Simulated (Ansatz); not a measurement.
**H$_{4}$O$_{3}$Si: density, localisation and related maps**

```xyz
8

Si   -0.0100   -0.0787    0.2696
H     0.4106    0.0427    1.6545
O     1.4886   -0.5647   -0.2338
H     2.1660   -0.3164    0.4020
O    -0.5828    1.3431   -0.3109
H    -1.2713    1.2539   -0.9806
O    -1.1367   -1.2070   -0.1347
H    -0.8346   -2.1214   -0.1268
```

Not at a stationary point (largest force 1.3 eV/Å).

Method: Ansatz, RKS PBE0-D4/6-31G*.

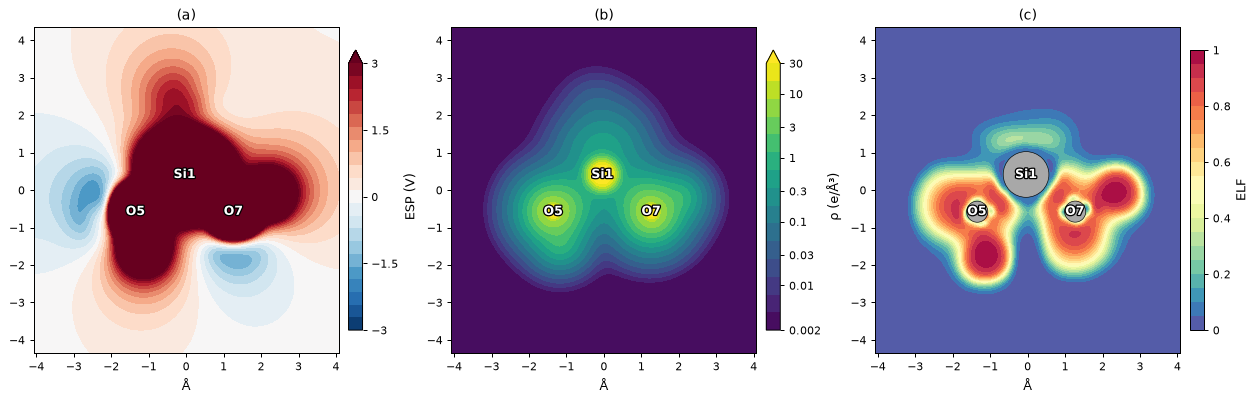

Figure 1. (a) molecular electrostatic potential; (b) total electron density; (c) electron localisation function on the plane of atoms O5, Si1 and O7. Grey discs cover the atomic cores in the ELF map.

Read the bonding off the picture.

The plane passes through Si and O nuclei. Si–O (1.64 Å): ρ is about 1.2 e/Å³ halfway; the ELF peaks at about 0.85 between the atoms (a shared but strongly polarised pair). The ELF also peaks beside O7 and O5, away from the bonds: lone-pair regions. Outside the dense part of the molecule the potential is most negative (−1.9 V) near O5.

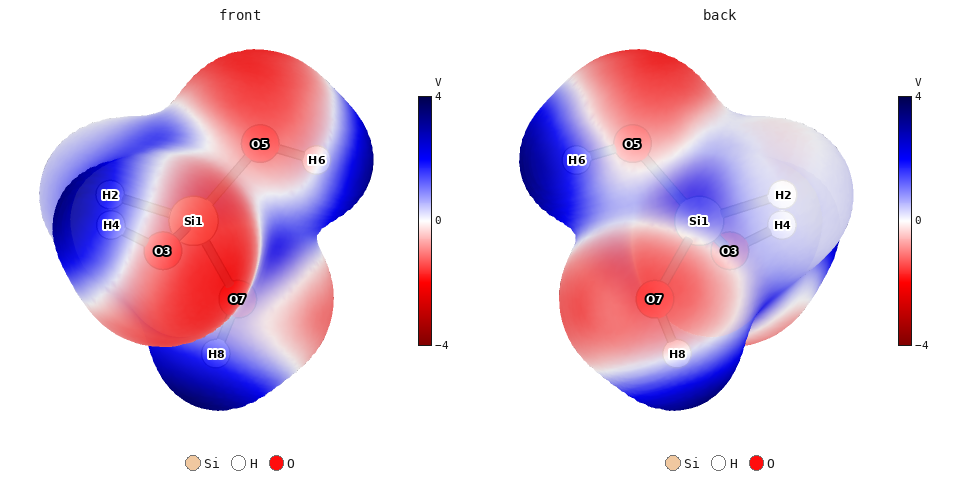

Figure 2. The molecular electrostatic potential painted on the density surface at 0.004 e/bohr³, seen from the front and from behind; the colour scale runs from red (negative) to blue (positive).

Which sites attract a positive test charge, and which a negative one?

A positive charge is drawn to the negative regions and a negative charge to the positive ones. The most negative region (about −1.8 V) lies over O3, the most positive (about +3.5 V) over H8. O3 is the likeliest acceptor of a hydrogen bond.

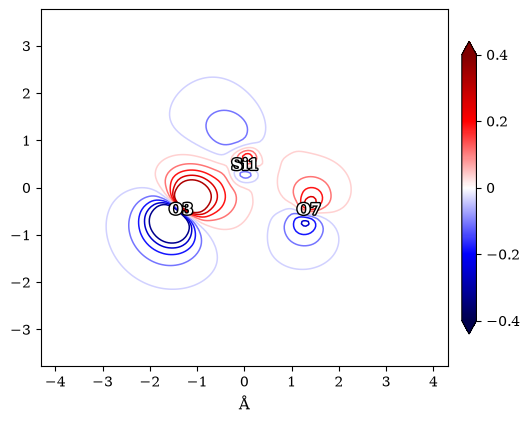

Figure 3. The HOMO on the plane of atoms O3, Si1 and O7 (values in Å⁻³ᐟ²; the overall sign is arbitrary).

Where does this orbital lie, and at what energy?

By Hirshfeld shares it lies mainly on O3 (about 35 %), H2 (about 25 %), Si1 (about 20 %), O7 (about 10 %) and O5 (about 10 %). Its energy is −8.58 eV.
